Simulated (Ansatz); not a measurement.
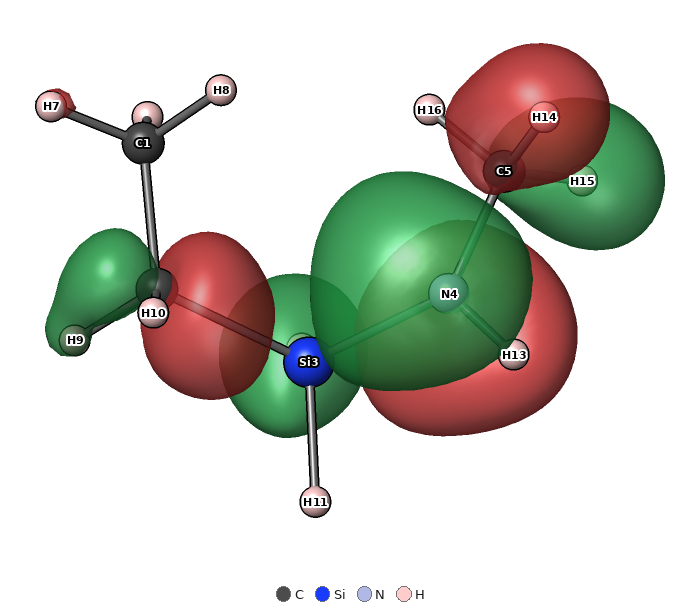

C3H11NSi (SMILES CC[SiH2]NC). The HOMO at ±0.08 Å⁻³ᐟ² (green and red are the two phases), seen across its widest extent.

All numbers below come from Ansatz 0.2.0, RKS BLYP-D4/def2-SVP.

```xyz
16

C     0.7011   -1.7980    0.4449
C     1.4571   -0.7311   -0.3780
Si    0.3626    0.6406   -1.1114
N    -0.5493    1.5166    0.0988
C    -1.7764    1.0547    0.7441
H    -0.0934   -2.2912   -0.1541
H     1.3793   -2.5970    0.8108
H     0.2146   -1.3492    1.3352
H     1.9958   -1.2090   -1.2277
H     2.2386   -0.2472    0.2478
H     1.2266    1.6659   -1.7913
H    -0.5459   -0.0085   -2.1318
H    -0.4327    2.5320    0.1202
H    -1.8072    1.3247    1.8237
H    -2.7086    1.4528    0.2753
H    -1.8403   -0.0503    0.6924
```

### What is the character of this orbital?

Its weight (Hirshfeld) is mainly on N4 (about 60 %) and C5 (about 10 %). Its energy is −4.81 eV.
